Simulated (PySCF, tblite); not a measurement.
# C7H11BSi: geometry, infrared bands, NMR shifts and electronic excitations

Wanted: the infrared bands, NMR shifts and electronic excitations of C7H11BSi (`[SiH3]CC1=CC=CBC=C1`), by calculation.

Computed with tblite 0.8.0 and PySCF 2.14.0, with density-fitted response routines of our own, on a single molecule in the gas phase. Atoms count from 0, in the outputs and in this text.

### Step 1. The starting structure

20 atoms, charge 0, multiplicity 1; geometry from: force field or distance geometry start.

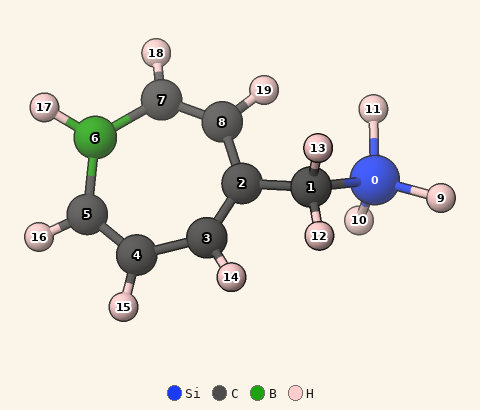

As it starts; silicon blue, carbon dark grey, boron green, hydrogen pink, atoms numbered; sticks join atoms by distance.

### Step 2. Optimising the geometry with GFN2-xTB

What the job is given:

```
{"job": {"kind": "relax", "xc": "GFN2-xTB", "basis": "xTB"}, "charge": 0, "multiplicity": 1}
Si     2.917500     0.490300    -0.624900
C      1.800000    -0.272100     0.634000
C      0.374300    -0.166000     0.289600
C     -0.219100    -1.337100     0.157000
C     -1.617100    -1.688300    -0.165200
C     -2.701400    -0.889100    -0.174900
B     -2.678000     0.627500     0.199900
C     -1.451700     1.591200     0.085400
C     -0.183800     1.197100     0.123800
H      4.314400     0.094100    -0.342800
H      2.541200     0.160800    -2.014700
H      2.739700     1.965000    -0.498200
H      2.091900    -1.355700     0.747200
H      1.965100     0.161700     1.657800
H      0.383600    -2.219400     0.334300
H     -1.793000    -2.715000    -0.445700
H     -3.645100    -1.337900    -0.453200
H     -3.730600     1.074600     0.497700
H     -1.681700     2.641300    -0.040000
H      0.568600     1.987600     0.029900
```

On the command line:

```sh
$ OMP_NUM_THREADS=1 python probes_run.py task.json out
```

One launch serves the whole session: the jobs run in the order shown.

**Question.** This job is followed by: GFN2-xTB harmonic vibrations, gas phase; PBE0-D3(BJ)/def2-SVP geometry optimisation, gas phase; GIAO PBE0/pcSseg-1 NMR shielding, non-relativistic, gas phase; TDDFT CAM-B3LYP/def2-SVPD, vertical, gas phase, core orbitals frozen in the response; GIAO wB97X-D/pcSseg-1 NMR shielding, non-relativistic, gas phase. Predict these results of the whole session: strongest single infrared mode (GFN2-xTB); zero-point energy (GFN2-xTB); point group; rotational constants (main isotopes); ¹³C shifts against TMS (PBE0/pcSseg-1); ¹H shifts against TMS (PBE0/pcSseg-1, means over atoms taken as alike); ²⁹Si shifts against TMS (PBE0/pcSseg-1); ¹¹B shifts against BF3·OEt2 (PBE0/pcSseg-1); lowest singlet (CAM-B3LYP/def2-SVPD); brightest single state of those computed; lowest triplet; vertical ionisation energy (ΔSCF); vertical electron affinity (ΔSCF); range of the shift of C4.

**Answer**, as computed:

| quantity | value |
| --- | --- |
| strongest single infrared mode (GFN2-xTB) | 786 cm⁻¹, 392 km/mol |
| zero-point energy (GFN2-xTB) | 94.9 kcal/mol |
| point group | C1 |
| rotational constants (main isotopes) | 2.74, 0.81, 0.70 GHz |
| ¹³C shifts against TMS (PBE0/pcSseg-1) | 162.9, 160.9, 156.9, 156.8, 154.6, 141.1, 27.4 ppm |
| ¹H shifts against TMS (PBE0/pcSseg-1, means over atoms taken as alike) | 8.47, 8.33, 8.00, 7.99, 7.37, 6.32, 4.01, 2.38 ppm |
| ²⁹Si shifts against TMS (PBE0/pcSseg-1) | -55.8 ppm |
| ¹¹B shifts against BF3·OEt2 (PBE0/pcSseg-1) | 44.5 ppm |
| lowest singlet (CAM-B3LYP/def2-SVPD) | 4.46 eV (278 nm), f = 0.102 |
| brightest single state of those computed | state 7, 6.04 eV, f = 0.707 |
| lowest triplet | 2.68 eV |
| vertical ionisation energy (ΔSCF) | 8.50 eV |
| vertical electron affinity (ΔSCF) | 0.41 eV |
| range of the shift of C4 | 154.6 to 156.6 ppm |

In words: Over 121 steps the energy fell by 0.588 eV; of the close pairs, C3–C4 changed most, 1.477 to 1.409 Å (GFN2-xTB). No mode is imaginary among the 54: a minimum at this level. Unscaled tight-binding wavenumbers are off by several per cent, some by more. Its intensities can rank the bands wrongly. Relaxing lowered the energy by 0.242 eV in 5 steps; the close pair that moved most is Si0–H9, from 1.443 to 1.495 Å (PBE0/def2-SVP). NICS(1)zz of -19 ppm above the planar ring from C2 marks a diatropic (aromatic) ring current. The first singlet state (HOMO→LUMO 0.67, HOMO→LUMO+1 0.22) lies at 4.46 eV and is bright; of the 10 states computed, the strongest absorption comes from state 7 at 6.04 eV. The lowest triplet lies 1.77 eV below the lowest singlet (triplets in Tamm-Dancoff, singlets in full TDDFT). The orbital energy would give 7.96 eV for ionisation, ΔSCF gives 8.50 eV. In ppm, C4 moves most: its shift spreads over 2.0 ppm, from 154.6 (PBE0/pcSseg-1) to 156.6 (wB97X-D/pcSseg-1).
